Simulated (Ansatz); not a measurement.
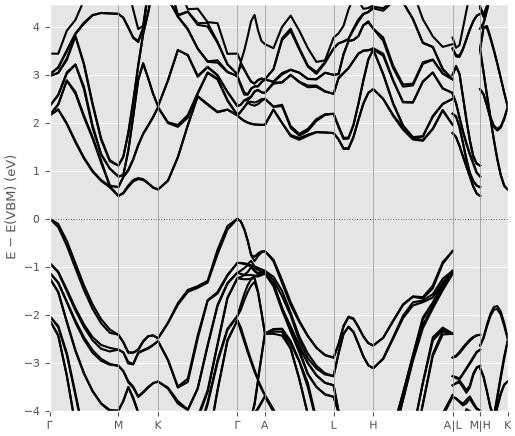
Figure. Band structure from plane-wave PAW PBE with spin–orbit coupling (Ansatz code)

The gap is 0.47 eV; an edge lies off the plotted path or next to a special point (maximum on the Γ–M line, 2 % of the way from Γ, minimum at M).

The material is BAs in space group P6_222 (No. 180; B on 3d, As on 3c).

The start of the workflow was typed in or built on a structure type; neither database checked (COD, Materials Project) lists it. It is not the phase usual at ambient conditions (space group No. 216). Symmetry was held in the PBE relaxation; whether a distortion lowers the energy is not shown. Its formation energy is positive at this level, so the cell may be metastable or incomplete.

Potentials: the later of the program's two PAW sets.
